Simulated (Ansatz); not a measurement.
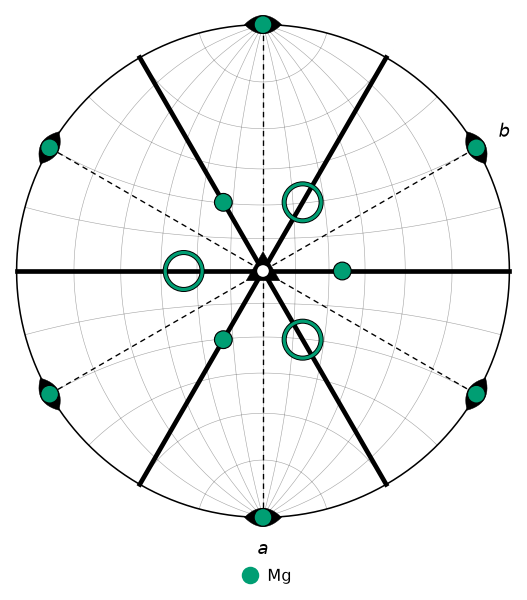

Crystal: Mg, the geometry relaxed with DFT PBE+D3(BJ), scalar-relativistic, plane waves, PAW (Ansatz). Directions from one magnesium atom at (0, 0, 0) to its bonded neighbours, in stereographic projection down c (filled: above the plane of the page or in it, open: below). All values are computed from the atomic coordinates in the standard setting (tolerance 0.002 Å).

Neighbours are counted up to 3.44 Å for Mg. The symmetry elements of the site are drawn in: heavy lines are mirror planes (a heavy rim: a mirror in the plane of the page); lens, triangle, square and hexagon are 2-, 3-, 4- and 6-fold axes, a lens in an open square is −4, a triangle in an open hexagon −6; thin dashed diameters join the ends of axes that lie in the page; a small open circle marks inversion.

```yaml
crystal:
  lattice:
    - [3.14985, 0.00000, 0.00000]
    - [-1.57492, 2.72785, 0.00000]
    - [0.00000, 0.00000, 10.13066]
  atoms:
    - { symbol: Mg, position: [0.00000, 0.00000, 0.00000] }
    - { symbol: Mg, position: [0.33333, 0.66667, 0.25000] }
    - { symbol: Mg, position: [0.00000, 0.00000, 0.50000] }
    - { symbol: Mg, position: [0.66667, 0.33333, 0.75000] }
```

Q: How many neighbours are there, and at what angles?

A: 12: 6 Mg at 3.12 Å, 6 Mg at 3.15 Å. Angles between bonds: 60° (18×), 61° (6×), 90° (12×), 119° (6×), 120° (18×), 180° (6×).

Q: What is the site's symmetry in the crystal?

A: Point group -3m (D3d), order 12: one threefold axis, three twofold axes, three mirror planes, an inversion centre. In P6_3/mmc, No. 194 this is Wyckoff position 2a.
